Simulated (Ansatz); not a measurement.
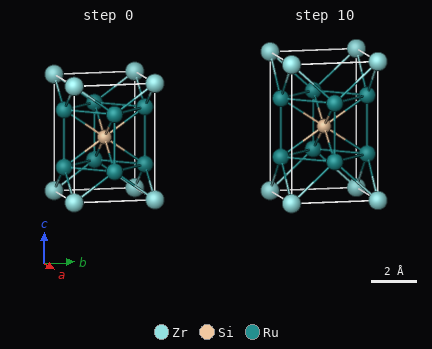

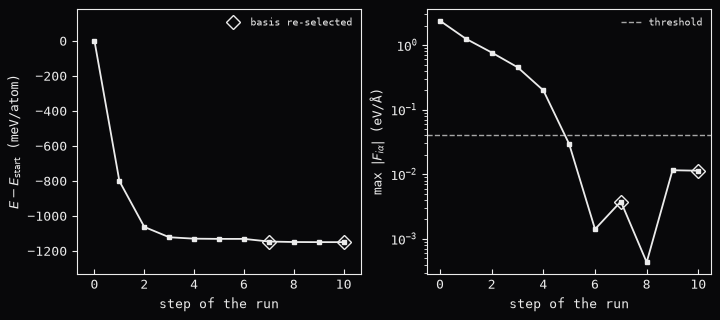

First and last geometry of a relaxation of crystalline ZrSiRu4 (a generated structure, set up in P4/mmm) (coarse preliminary run), with the history of the run. The picture is a ball-and-stick view of the cell of the calculation, seen slightly off an axis.

These are results of Ansatz, DFT PBE, scalar-relativistic, plane waves, PAW, not measurements.

Input
```yaml
crystal:
  lattice:
    - [3.75542247, 0.0, 0.0]
    - [0.0, 3.75542247, 0.0]
    - [0.0, 0.0, 5.31740504]
  atoms:
    - { symbol: Zr, position: [0.0, 0.0, 0.0] }
    - { symbol: Si, position: [0.5, 0.5, 0.5] }
    - { symbol: Ru, position: [0.5, 0.0, 0.74581248] }
    - { symbol: Ru, position: [0.0, 0.5, 0.25418752] }
    - { symbol: Ru, position: [0.5, 0.0, 0.25418752] }
    - { symbol: Ru, position: [0.0, 0.5, 0.74581248] }
basis:
  ecutwfc: 420
kpoints:
  mp_grid: { grid: [4, 4, 4] }
hamiltonian:
  xc: pbe
scf:
  occupations: { method: gaussian, width: 0.1 }
  lower_state_search: "off"
output:
  forces: true
  stress: true
  eigenvalues: true
relax:
  adjacent_minimum: "off"
  f_tol: 0.04
  max_steps: 70
  cell: { stress_tol: 0.4 }
```

Launched with:
```bash
ansatz run input.yaml --threads 1 --pin off --max-ram 2560MiB --backend cpu --events-out ev --progress --plain --runs-dir out
```

Q: Read the history and describe the run.

A: It converged. The energy falls by 1149 meV per atom in 8 accepted moves (10 points after the start). The largest force component goes from 2.4 to 0.011 eV/Å. Pressure: 97.59 GPa at the start and 0.03 GPa at the end. At 2 points the geometry stayed and the basis and grid were re-selected for the new cell (energy shift of 15.1 meV per atom at most each time). The largest moves relative to the cell, 0.22 Å, are those of Ru3, Ru4, Ru5 and Ru6. Ru4 goes along +c. Si and Zr stay in place. Cell: a = b 3.755 → 4.017 Å (+7.0 %), c 5.317 → 6.344 Å (+19.3 %). Volume +36.5 %. Near-neighbour distances that change, for instance: Ru3–Ru5 2.703 → 3.669 Å, Zr1–Ru3 2.314 → 2.720 Å, Ru3–Ru6 2.655 → 2.841 Å, Si2–Ru3 2.288 → 2.413 Å. Bonds break: Ru3–Ru5 (2.70 → 3.67 Å), Ru4–Ru6 (2.70 → 3.67 Å). The space group stays P4/mmm (No. 123). Cost: 40 s on 1 thread of Intel(R) Xeon(R) Platinum 8488C (Sapphire Rapids), on a shared host, peak memory 0.49 GiB.

Limits of the set-up: the k-point mesh is coarse for a cell with partly filled bands.
